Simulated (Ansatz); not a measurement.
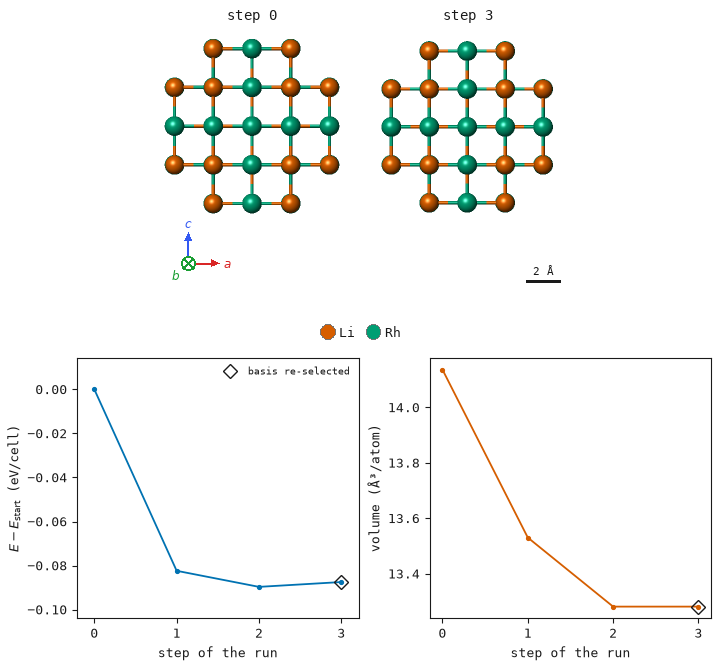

First and last geometry of a relaxation of crystalline Li₃Rh₄ (a generated structure, set up in Pm-3m) (coarse preliminary run), with the history of the run. Style: ball-and-stick. Shown: the cell of the calculation, along the b axis.

Computed with DFT PBE, scalar-relativistic, plane waves, PAW (Ansatz).

The input:
```yaml
crystal:
  lattice:
    - [4.62535453, 0.0, 0.0]
    - [0.0, 4.62535453, 0.0]
    - [0.0, 0.0, 4.62535453]
  atoms:
    - { symbol: Li, position: [0.5, 0.0, 0.0] }
    - { symbol: Li, position: [0.0, 0.5, 0.0] }
    - { symbol: Li, position: [0.0, 0.0, 0.5] }
    - { symbol: Rh, position: [0.0, 0.0, 0.0] }
    - { symbol: Rh, position: [0.0, 0.5, 0.5] }
    - { symbol: Rh, position: [0.5, 0.0, 0.5] }
    - { symbol: Rh, position: [0.5, 0.5, 0.0] }
basis:
  ecutwfc: 420
kpoints:
  mp_grid: { grid: [4, 4, 4] }
hamiltonian:
  xc: pbe
scf:
  occupations: { method: gaussian, width: 0.1 }
  lower_state_search: "off"
output:
  forces: true
  stress: true
  eigenvalues: true
relax:
  adjacent_minimum: "off"
  f_tol: 0.04
  max_steps: 70
  cell: { stress_tol: 0.4 }
```

Launched with:
```bash
ansatz run input.yaml --threads 1 --pin off --max-ram 2048MiB --backend cpu --events-out ev --progress --plain --runs-dir out
```

Q: Read the history and describe the run.

A: It converged. No atom moves by more than 0.005 Å relative to the cell. The volume changes by −6.0 %, with a = b = c 4.625 → 4.530 Å (−2.1 %). Near-neighbour distances that change, for instance: Li1–Rh4 2.313 → 2.265 Å. The space group stays Pm-3m (No. 221). Over 2 accepted moves (3 points after the start) the energy falls by 87.5 meV per cell of the calculation. All forces vanish by symmetry, so only the cell relaxes. The pressure goes from −4.58 to 0.20 GPa. At 1 point the geometry stayed and the basis and grid were re-selected for the new cell (energy shift of 2.2 meV per cell of the calculation at most each time).
